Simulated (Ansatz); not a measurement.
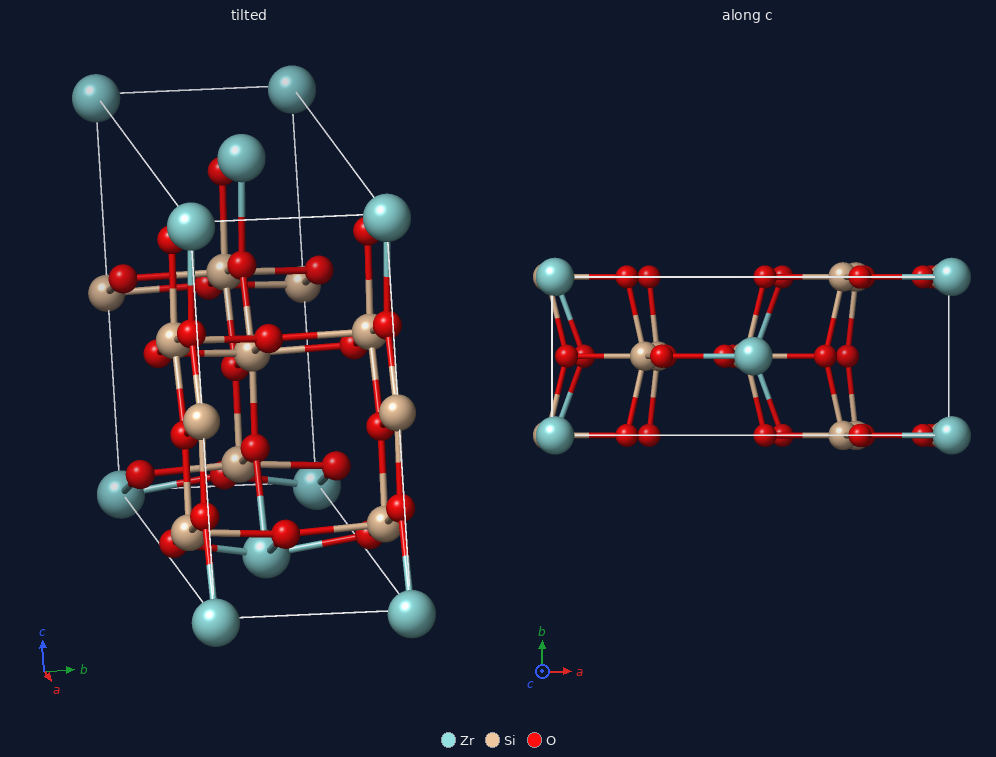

We look at a ball-and-stick model of the crystal slightly off an axis and along the c axis. The parallelepiped is the conventional unit cell.

ZrSi3O8, space group Cm (No. 8), a = 9.677 Å, b = 3.622 Å, c = 7.261 Å, α = 90.00°, β = 110.41°, γ = 90.00°. Its origin is a structure type filled with these elements by a generator (whether the compound takes this form wasn't checked). Earlier steps of the study, as a rule a relaxation of our own, may have changed the cell and positions, so they can lie some per cent off the listed ones. It went into a calculation with Ansatz.

This one geometry was computed with Ansatz (DFT, plane waves, PAW) at five levels of theory: HSE06, PBE, PBE0, PBE with spin-orbit coupling and r2SCAN. It was relaxed beforehand with r2SCAN.

Which level gives the highest pressure at this volume, and what does that say about its equilibrium volume?

Highest: PBE (6.6 GPa) and PBE with spin-orbit coupling (6.6 GPa), which points to the largest equilibrium volume. Lowest, with the smallest volume: HSE06 (-1.7 GPa) and PBE0 (-1.7 GPa). Levels within 0.5 GPa of each other can't be told apart.

How does the band gap change with the level of theory?

PBE with spin-orbit coupling: a gap of 4.05 eV, indirect; PBE: a gap of 4.07 eV, indirect; r2SCAN: a gap of 4.56 eV, indirect; HSE06: a gap of 5.74 eV, indirect; PBE0: a gap of 6.52 eV, indirect.

Collect the results in a table.

| level | cutoff (eV) | k-mesh of the run's cell | gap (eV) | pressure (GPa) |
| --- | --- | --- | --- | --- |
| HSE06 | 420 | 4×4×2 | 5.74 | -1.7 |
| PBE | 420 | 8×8×4 | 4.07 | 6.6 |
| PBE0 | 420 | 4×4×2 | 6.52 | -1.7 |
| PBE with spin-orbit coupling | 420 | 8×8×4 | 4.05 | 6.6 |
| r2SCAN | 500 | 8×8×4 | 4.56 | 0.0 |

Gaps are taken on the k-mesh or band path of each run.
